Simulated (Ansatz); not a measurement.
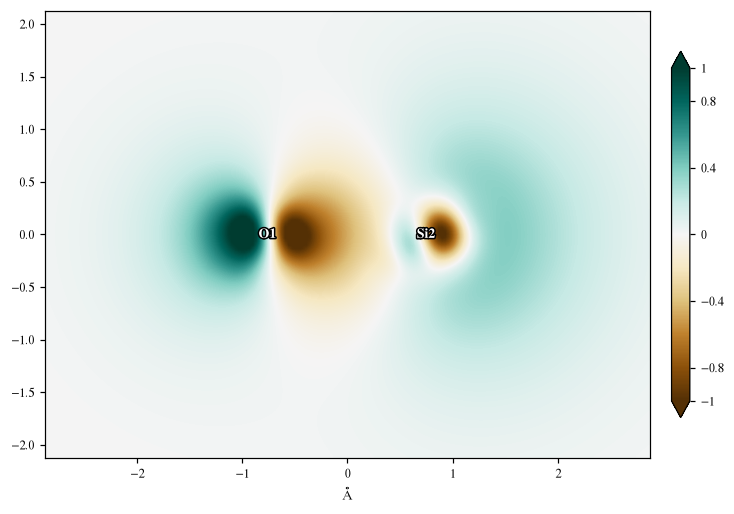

SiO (SMILES O=[Si]). One frontier orbital on a plane that holds the molecular axis (values in Å⁻³ᐟ²; the overall sign is arbitrary).

Geometry: PBE0-D4/def2-TZVP.

Method: RKS PBE0-D4/def2-TZVPP in Ansatz 0.2.0.

Which orbital is it: HOMO or LUMO?

Answer. The HOMO, at −8.78 eV. It lies mainly on Si2 (about 60 %) and O1 (about 40 %); it is of σ type.
